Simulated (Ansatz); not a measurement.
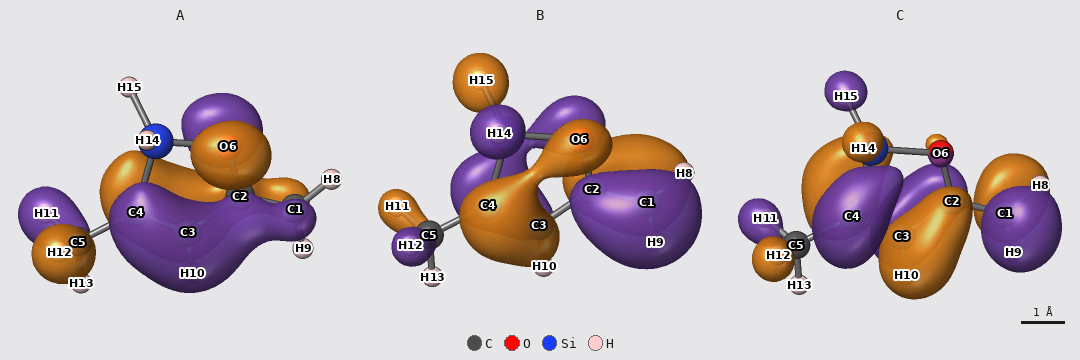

C₅H₈OSi (SMILES C=C1C=C(C)[SiH2]O1). Three frontier orbitals at ±0.08 Å⁻³ᐟ² (orange and purple are the two phases), in no order.

Geometry: B3LYP-D3(BJ)/def2-SVP.

All numbers below come from isolated molecule in a Gaussian basis; Kohn-Sham density functional theory, functional PBE0 in Ansatz.

The calculation's input:

```
crystal:
  periodic: [false, false, false]
  atoms:
    - {symbol: C, position_ang: [-0.785230, 0.571381, -3.016974]}
    - {symbol: C, position_ang: [0.052325, 0.750479, -1.982007]}
    - {symbol: C, position_ang: [0.387660, -0.258392, -0.964294]}
    - {symbol: C, position_ang: [1.256066, 0.107582, 0.008121]}
    - {symbol: C, position_ang: [1.725849, -0.764305, 1.131636]}
    - {symbol: O, position_ang: [0.699585, 1.942028, -1.770341]}
    - {symbol: Si, position_ang: [1.693782, 1.885684, -0.392011]}
    - {symbol: H, position_ang: [-0.976130, 1.377686, -3.726242]}
    - {symbol: H, position_ang: [-1.282734, -0.388797, -3.154527]}
    - {symbol: H, position_ang: [-0.070283, -1.251162, -1.030590]}
    - {symbol: H, position_ang: [1.473782, -0.323575, 2.111879]}
    - {symbol: H, position_ang: [2.823749, -0.878517, 1.116944]}
    - {symbol: H, position_ang: [1.279315, -1.770124, 1.086806]}
    - {symbol: H, position_ang: [3.117632, 2.141694, -0.749427]}
    - {symbol: H, position_ang: [1.272573, 2.902665, 0.612476]}
basis:
  gaussian:
    orbitals: def2-SVPD
hamiltonian:
  xc: {name: PBE0}
output: {forces: true, orbitals: {seedname: orbitals}}
```

Launched as:

```sh
ansatz run input.yaml --threads 4 --pin off --max-ram 7830MiB --events-out events.jsonl --progress --plain --runs-dir runs
```

Order the three orbitals by energy and name them.

A is the HOMO−1 (−8.21 eV). Its weight (Hirshfeld) is mainly on C3 (about 30 %), O6 (about 25 %), C4 (about 20 %) and C2 (about 5 %). B is the HOMO (−6.44 eV). By Hirshfeld shares it lies mainly on C1 (about 35 %), C2 (about 15 %), C4 (about 10 %), O6 (about 10 %) and C3 (about 5 %). C is the LUMO (−1.04 eV). By Hirshfeld shares it lies mainly on C4 (about 25 %), C3 (about 20 %), C1 (about 20 %), C2 (about 10 %) and Si7 (about 10 %).

What is the HOMO–LUMO gap?

5.40 eV between the orbital energies.
